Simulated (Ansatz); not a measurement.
# TiAl: a strain scan

This session takes TiAl and sets out to see how energy and stress answer to the strain pattern (1, -1, 0, 0, 0, 0).

Method: DFT PBEsol, scalar-relativistic, plane waves, PAW, in Ansatz 0.2.0.

2 further runs of the same task are left out: 2 set aside as unsound or not needed. Runs told in other sessions of the task aren't counted.

### 1 Starting point

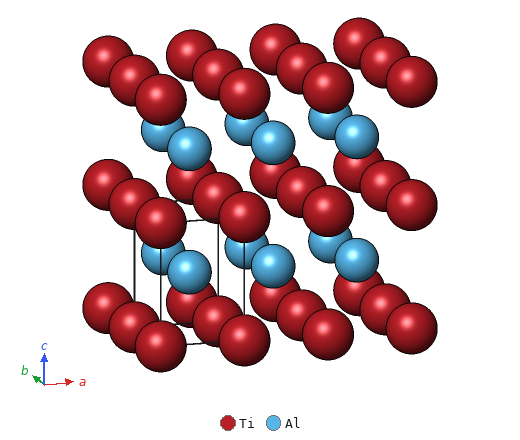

The starting structure, seen slightly off an axis (titanium red, aluminium blue). 3×2×2 cells are drawn. Atoms on the faces are drawn again on the opposite ones.

As a file:

```xyz
2
Lattice="2.7952 0.0000 0.0000 0.0000 2.7952 0.0000 0.0000 0.0000 4.0387" Properties=species:S:1:pos:R:3 pbc="T T T"
Ti    0.0000    0.0000    0.0000
Al    1.3976    1.3976    2.0194
```

It is the result of an earlier relaxation at this level (volume 15.78 Å³/atom; gap on the mesh: none (metal)).

### 2 The reference cell

The reference gives a free energy of -2999.2758 eV, pressure 0.01 GPa, largest force 0.000 eV/Å and gap on the mesh none (metal). It was computed beforehand with the settings of the runs below.

### 3 Setting up a strain scan

The cell is strained by ε times the Voigt pattern (1, -1, 0, 0, 0, 0) (xx, yy, zz, yz, xz, xy; engineering shear), with fractional coordinates fixed (clamped ions). The stress on the pattern is the sum of the stress components weighted by it, tension positive.

### 4 At ε = -0.0400

input.yaml

```yaml
crystal:
  lattice:
    - [2.6833522546, 0.0, 0.0]
    - [0.0, 2.9069649424, 0.0]
    - [0.0, 0.0, 4.0387404752]
  atoms:
    - { symbol: Ti, position: [0.0, 0.0, 0.0] }
    - { symbol: Al, position: [0.5, 0.5, 0.5] }
basis:
  ecutwfc: 420
kpoints:
  mp_grid: { grid: [22, 22, 16] }
hamiltonian:
  xc: pbesol
scf:
  occupations: { method: gaussian, width: 0.15 }
output:
  forces: true
  stress: true
  eigenvalues: true
  write_density: true
  write_potential: true
  elf: true
  volumetric_format: npy
```

Command:

```bash
ansatz run input.yaml --threads 1 --pin off --max-ram 2560MiB --backend cpu --events-out ev --progress --plain --runs-dir out
```

Output, cut to the lines that bear on the results:

```text
Warning: RAYON_NUM_THREADS=1 ignored (pool sized by the plan → 1); use --threads N
[...]
Pseudopotentials: kind: paw
Pseudopotential: Ti, paw, valence charge 12, recommended cutoff 420 eV (normal), Ti.paw.azcp
Pseudopotential: Al, paw, valence charge 3, recommended cutoff 420 eV (normal), Al.paw.azcp
Functional definition: PBEsol
[...]
Crystal: 2 atoms, lattice volume = 31.504 Å³
Basis set: ecut = 420 eV, 625 PW (Γ), exchange–correlation on 36×40×54 points (8 copies of the dense FFT grid, shifted against one another)
Bands: 12, of which v1, the nominal top of the filled ones, is band 8 counted from 1 (7 counted from 0)
Symmetry: 8 space group operations
Space group: Pmmm (ITA 47), of the structure as read, at distance tolerance 3.2e-5 Å
k-points: 1296 of 7744
[...]
SCF iter   1: F=—  HF=-2999.233009 eV  |F-HF|=—  |Δ(HF+E_count)|=         —  Δρ=4.81e-3  dr2=5.33e-3  ethr=1.77e-3  ⟨swp⟩=5.0  Hψ=77463  notcnv=0
[...]
SCF iter   6: F=-2999.231074 eV  HF=-2999.231074 eV  |F-HF|=1.06e-9  |Δ(HF+E_count)|=   1.04e-8  Δρ=4.39e-6  dr2=2.39e-9  ethr=6.67e-10  ⟨swp⟩=6.5  Hψ=67178  notcnv=0
[...]
SCF converged after 6 iterations
Free energy (F): -2999.231074 eV
[...]
E sigma→0 (E₀):  -2999.221224 eV
Entropy (-TS):   -0.019700 eV (-9.850 meV/atom)
Fermi energy:    11.308860 eV
[...]
--- Forces (eV/Å), atoms counted from 1 ---
  atom   1  Ti    -0.00000000     0.00000000     0.00000000
  atom   2  Al     0.00000000     0.00000000     0.00000000
[...]
--- Stress (GPa, compression-positive) ---
        6.693887       0.000000       0.000000
        0.000000      -4.906678       0.000000
        0.000000       0.000000      -0.075378
  P = ⅓ Tr σ = 0.5706 GPa (5.706 kbar)
--- Band table (eV; the first three rows and the last of 1296) ---
  k-point 0: bands = ["-45.0320", "-21.5258", "-21.2025", "-20.9293", "2.1090", "9.3199", "10.3493", "10.9115", "13.1706", "13.8840", "14.7217", "17.5697"]
[...]
```

It took 34 s on 1 thread of Intel Xeon Platinum 8375C at 2.90GHz (Ice Lake), shared host; peak memory 0.75 GiB.

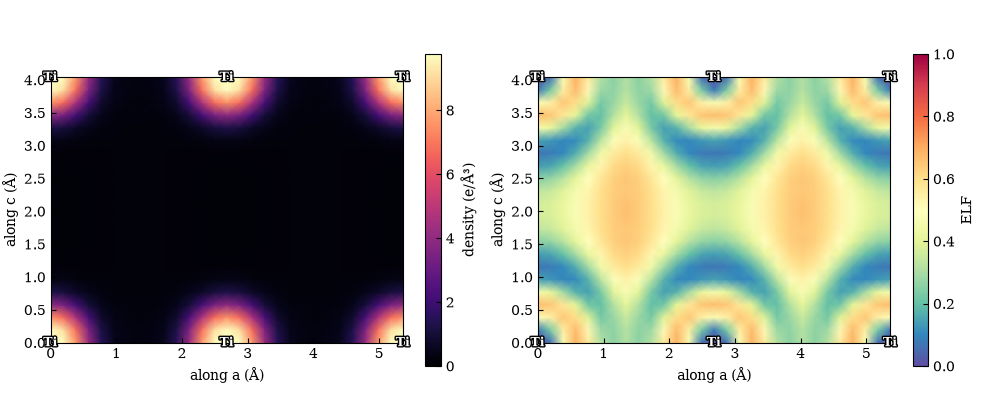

Density (left) and ELF (right) in a lattice plane of the grid's cell (edges 2.68 and 4.04 Å, at 0.000 of the third edge), which holds Ti. Only atoms in the plane are labelled. Both are smooth fields of the valence electrons: close to the nuclei they are not physical.

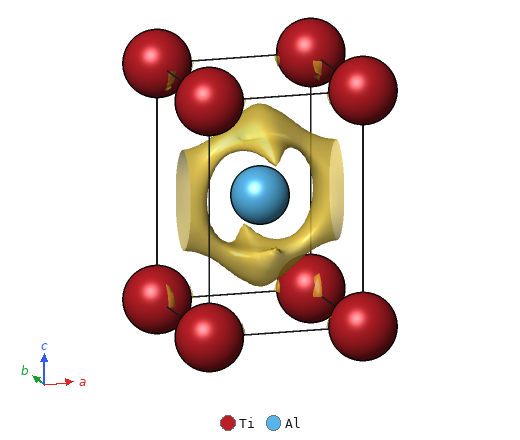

Surface of ELF = 0.67, drawn in one cell.

Maxima of ELF outside the ion cores: 0.76 beside Al, off the lines to its neighbours, 1.1 Å from Al; 0.73 on the Al–Al line, 1.3 Å from Al.

### 5 ε = 0.0300

Edit input.yaml of step 4 so:

```diff
@@ -2,4 +2,4 @@
   lattice:
-    - [2.6833522546, 0.0, 0.0]
-    - [0.0, 2.9069649424, 0.0]
+    - [2.8790133565, 0.0, 0.0]
+    - [0.0, 2.7113038405, 0.0]
     - [0.0, 0.0, 4.0387404752]
@@ -20,5 +20 @@
   eigenvalues: true
-  write_density: true
-  write_potential: true
-  elf: true
-  volumetric_format: npy
```

Command:

```bash
ansatz run input.yaml --threads 1 --pin off --max-ram 2560MiB --backend cpu --events-out ev --progress --plain --runs-dir out
```

Output, cut to the lines that bear on the results:

```text
[...]
SCF converged after 6 iterations
Free energy (F): -2999.250992 eV
[...]
E sigma→0 (E₀):  -2999.241012 eV
Entropy (-TS):   -0.019960 eV (-9.980 meV/atom)
Fermi energy:    11.284254 eV
[...]
--- Forces (eV/Å), atoms counted from 1 ---
  atom   1  Ti    -0.00000000    -0.00000000     0.00000000
  atom   2  Al     0.00000000     0.00000000     0.00000000
[...]
--- Stress (GPa, compression-positive) ---
       -3.758847       0.000000       0.000000
        0.000000       4.778975       0.000000
        0.000000       0.000000      -0.053511
  P = ⅓ Tr σ = 0.3222 GPa (3.222 kbar)
--- Band table (eV; the first three rows and the last of 1296) ---
  k-point 0: bands = ["-45.0425", "-21.5416", "-21.1840", "-20.9792", "2.1035", "9.3134", "10.3575", "10.9073", "13.2436", "13.7780", "14.6936", "17.5879"]
[...]
```

Wall time 18 s (1 thread of Intel Xeon Platinum 8375C at 2.90GHz (Ice Lake), shared host); peak memory 0.77 GiB.

### 6 At ε = -0.0200

Edit input.yaml of step 5 so:

```diff
@@ -2,4 +2,4 @@
   lattice:
-    - [2.8790133565, 0.0, 0.0]
-    - [0.0, 2.7113038405, 0.0]
+    - [2.7392554265, 0.0, 0.0]
+    - [0.0, 2.8510617705, 0.0]
     - [0.0, 0.0, 4.0387404752]
```

Command:

```bash
ansatz run input.yaml --threads 1 --pin off --max-ram 2560MiB --backend cpu --events-out ev --progress --plain --runs-dir out
```

Output, cut to the lines that bear on the results:

```text
Warning: RAYON_NUM_THREADS=1 ignored (pool sized by the plan → 1); use --threads N
[...]
Pseudopotentials: kind: paw
Pseudopotential: Ti, paw, valence charge 12, recommended cutoff 420 eV (normal), Ti.paw.azcp
Pseudopotential: Al, paw, valence charge 3, recommended cutoff 420 eV (normal), Al.paw.azcp
Functional definition: PBEsol
[...]
Crystal: 2 atoms, lattice volume = 31.542 Å³
Basis set: ecut = 420 eV, 625 PW (Γ), exchange–correlation on 40×40×54 points (8 copies of the dense FFT grid, shifted against one another)
Bands: 12, of which v1, the nominal top of the filled ones, is band 8 counted from 1 (7 counted from 0)
Symmetry: 8 space group operations
Space group: Pmmm (ITA 47), of the structure as read, at distance tolerance 3.2e-5 Å
k-points: 1296 of 7744
[...]
SCF iter   1: F=—  HF=-2999.266615 eV  |F-HF|=—  |Δ(HF+E_count)|=         —  Δρ=4.51e-3  dr2=4.85e-3  ethr=1.77e-3  ⟨swp⟩=4.9  Hψ=77391  notcnv=0
[...]
SCF iter   6: F=-2999.264902 eV  HF=-2999.264902 eV  |F-HF|=1.51e-9  |Δ(HF+E_count)|=   1.71e-8  Δρ=5.14e-6  dr2=2.69e-9  ethr=6.67e-10  ⟨swp⟩=4.1  Hψ=44415  notcnv=0
[...]
SCF converged after 6 iterations
Free energy (F): -2999.264902 eV
[...]
E sigma→0 (E₀):  -2999.254750 eV
Entropy (-TS):   -0.020305 eV (-10.152 meV/atom)
Fermi energy:    11.265568 eV
[...]
--- Forces (eV/Å), atoms counted from 1 ---
  atom   1  Ti     0.00000000     0.00000000     0.00000000
  atom   2  Al     0.00000000     0.00000000     0.00000000
[...]
--- Stress (GPa, compression-positive) ---
        3.027530       0.000000       0.000000
        0.000000      -2.544114       0.000000
        0.000000       0.000000      -0.041555
  P = ⅓ Tr σ = 0.1473 GPa (1.473 kbar)
--- Band table (eV; the first three rows and the last of 1296) ---
  k-point 0: bands = ["-45.0498", "-21.5529", "-21.1603", "-21.0242", "2.0994", "9.3088", "10.3638", "10.9044", "13.3212", "13.6770", "14.6742", "17.6007"]
[...]
```

It took 24 s on 1 thread of Intel Xeon Platinum 8375C at 2.90GHz (Ice Lake), shared host; peak memory 0.76 GiB.

### 7 ε = 0.0100

Edit input.yaml of step 6 so:

```diff
@@ -2,4 +2,4 @@
   lattice:
-    - [2.7392554265, 0.0, 0.0]
-    - [0.0, 2.8510617705, 0.0]
+    - [2.8231101845, 0.0, 0.0]
+    - [0.0, 2.7672070125, 0.0]
     - [0.0, 0.0, 4.0387404752]
```

Command:

```bash
ansatz run input.yaml --threads 1 --pin off --max-ram 2560MiB --backend cpu --events-out ev --progress --plain --runs-dir out
```

Output, cut to the lines that bear on the results:

```text
Warning: RAYON_NUM_THREADS=1 ignored (pool sized by the plan → 1); use --threads N
[...]
Pseudopotentials: kind: paw
Pseudopotential: Ti, paw, valence charge 12, recommended cutoff 420 eV (normal), Ti.paw.azcp
Pseudopotential: Al, paw, valence charge 3, recommended cutoff 420 eV (normal), Al.paw.azcp
Functional definition: PBEsol
[...]
Crystal: 2 atoms, lattice volume = 31.551 Å³
Basis set: ecut = 420 eV, 625 PW (Γ), exchange–correlation on 40×40×54 points (8 copies of the dense FFT grid, shifted against one another)
Bands: 12, of which v1, the nominal top of the filled ones, is band 8 counted from 1 (7 counted from 0)
Symmetry: 8 space group operations
Space group: Pmmm (ITA 47), of the structure as read, at distance tolerance 3.2e-5 Å
k-points: 1296 of 7744
[...]
SCF iter   1: F=—  HF=-2999.274761 eV  |F-HF|=—  |Δ(HF+E_count)|=         —  Δρ=4.46e-3  dr2=4.84e-3  ethr=1.77e-3  ⟨swp⟩=5.0  Hψ=77373  notcnv=0
[...]
the search or the solves at the SCF's close seem to have found levels that the self-consistency loop had missed (the run counts 2). By its estimate they hold under 1e-12 electrons; where the run keeps them, the occupations were computed again with them
[...]
SCF converged after 6 iterations
Free energy (F): -2999.273073 eV
[...]
E sigma→0 (E₀):  -2999.262791 eV
Entropy (-TS):   -0.020563 eV (-10.282 meV/atom)
Fermi energy:    11.254113 eV
[...]
--- Forces (eV/Å), atoms counted from 1 ---
  atom   1  Ti    -0.00000000     0.00000000     0.00000000
  atom   2  Al    -0.00000000     0.00000000     0.00000000
[...]
--- Stress (GPa, compression-positive) ---
       -1.288915       0.000000       0.000000
        0.000000       1.450171       0.000000
        0.000000       0.000000      -0.026800
  P = ⅓ Tr σ = 0.0448 GPa (0.448 kbar)
--- Band table (eV; the first three rows and the last of 1296) ---
  k-point 0: bands = ["-45.0537", "-21.5597", "-21.1319", "-21.0641", "2.0968", "9.3063", "10.3682", "10.9026", "13.4035", "13.5811", "14.6632", "17.6083"]
[...]
```

It took 26 s on 1 thread of Intel Xeon Platinum 8375C at 2.90GHz (Ice Lake), shared host; peak memory 0.78 GiB.

### 8 Point ε = 0.0350

Edit input.yaml of step 7 so:

```diff
@@ -2,4 +2,4 @@
   lattice:
-    - [2.8231101845, 0.0, 0.0]
-    - [0.0, 2.7672070125, 0.0]
+    - [2.8929891494, 0.0, 0.0]
+    - [0.0, 2.6973280476, 0.0]
     - [0.0, 0.0, 4.0387404752]
```

Command:

```bash
ansatz run input.yaml --threads 1 --pin off --max-ram 2560MiB --backend cpu --events-out ev --progress --plain --runs-dir out
```

Output, cut to the lines that bear on the results:

```text
Warning: RAYON_NUM_THREADS=1 ignored (pool sized by the plan → 1); use --threads N
[...]
Pseudopotentials: kind: paw
Pseudopotential: Ti, paw, valence charge 12, recommended cutoff 420 eV (normal), Ti.paw.azcp
Pseudopotential: Al, paw, valence charge 3, recommended cutoff 420 eV (normal), Al.paw.azcp
Functional definition: PBEsol
[...]
Crystal: 2 atoms, lattice volume = 31.516 Å³
Basis set: ecut = 420 eV, 625 PW (Γ), exchange–correlation on 40×40×54 points (8 copies of the dense FFT grid, shifted against one another)
Bands: 12, of which v1, the nominal top of the filled ones, is band 8 counted from 1 (7 counted from 0)
Symmetry: 8 space group operations
Space group: Pmmm (ITA 47), of the structure as read, at distance tolerance 3.2e-5 Å
k-points: 1296 of 7744
[...]
SCF iter   1: F=—  HF=-2999.243639 eV  |F-HF|=—  |Δ(HF+E_count)|=         —  Δρ=4.72e-3  dr2=5.17e-3  ethr=1.77e-3  ⟨swp⟩=5.0  Hψ=77391  notcnv=0
[...]
SCF iter   6: F=-2999.241797 eV  HF=-2999.241797 eV  |F-HF|=1.20e-9  |Δ(HF+E_count)|=   1.05e-8  Δρ=4.57e-6  dr2=2.46e-9  ethr=6.67e-10  ⟨swp⟩=3.8  Hψ=43072  notcnv=0
[...]
SCF converged after 6 iterations
Free energy (F): -2999.241797 eV
[...]
E sigma→0 (E₀):  -2999.231895 eV
Entropy (-TS):   -0.019805 eV (-9.902 meV/atom)
Fermi energy:    11.295908 eV
[...]
--- Forces (eV/Å), atoms counted from 1 ---
  atom   1  Ti     0.00000000     0.00000000     0.00000000
  atom   2  Al     0.00000000     0.00000000     0.00000000
[...]
--- Stress (GPa, compression-positive) ---
       -4.344331       0.000000       0.000000
        0.000000       5.717594       0.000000
        0.000000       0.000000      -0.061885
  P = ⅓ Tr σ = 0.4371 GPa (4.371 kbar)
--- Band table (eV; the first three rows and the last of 1296) ---
  k-point 0: bands = ["-45.0377", "-21.5342", "-21.1939", "-20.9548", "2.1061", "9.3164", "10.3536", "10.9093", "13.2065", "13.8304", "14.7066", "17.5795"]
[...]
```

Wall time 21 s (1 thread of Intel Xeon Platinum 8375C at 2.90GHz (Ice Lake), shared host); peak memory 0.78 GiB.

### 9 Results of the scan

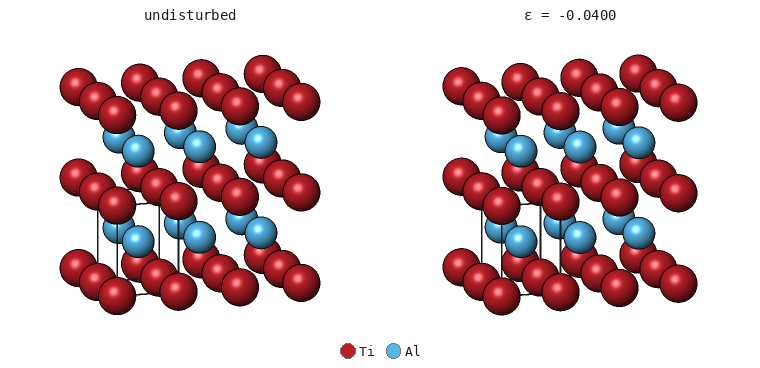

The undisturbed cell and the costliest point of the scan, at one scale, with neighbouring cells.

Collected from the runs (energy zero: the undisturbed cell):

| ε | ΔE (meV/atom) | stress on the pattern (GPa) | pressure (GPa) |
| --- | --- | --- | --- |
| -0.0400 | 22.3 | -11.60 | 0.6 |
| -0.0200 | 5.4 | -5.57 | 0.1 |
| 0.0000 | 0.0 | 0.00 | 0.0 |
| 0.0100 | 1.3 | 2.74 | 0.0 |
| 0.0300 | 12.4 | 8.54 | 0.3 |
| 0.0350 | 17.0 | 10.06 | 0.4 |

Not run, since symmetry makes them alike: 0.0400 repeats -0.0400, -0.0300 repeats 0.0300, 0.0200 repeats -0.0200, -0.0100 repeats 0.0100. Energy, pressure and gap are the same there.

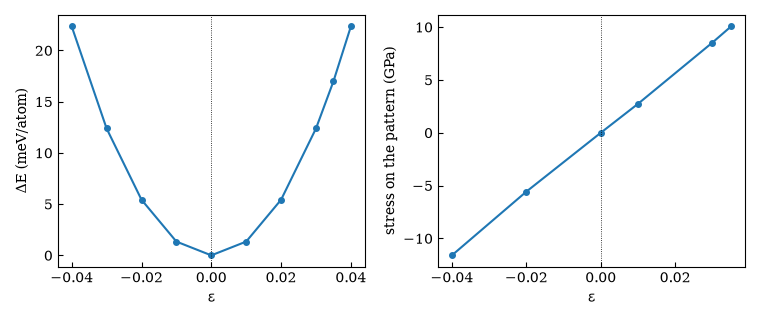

ΔE and stress on the pattern along the scan; points alike by symmetry are filled in.

### 10 Outcome

| quantity | value |
| --- | --- |
| slope of the stress at ε = 0, from the points at -0.0200, 0 and 0.0100 | 275 GPa |

From the stress slope, C11 + C22 − 2 C12 is about 275 GPa with the ions clamped; letting the atoms relax could not make it stiffer. The undisturbed cell stays the lowest of the sampled points.
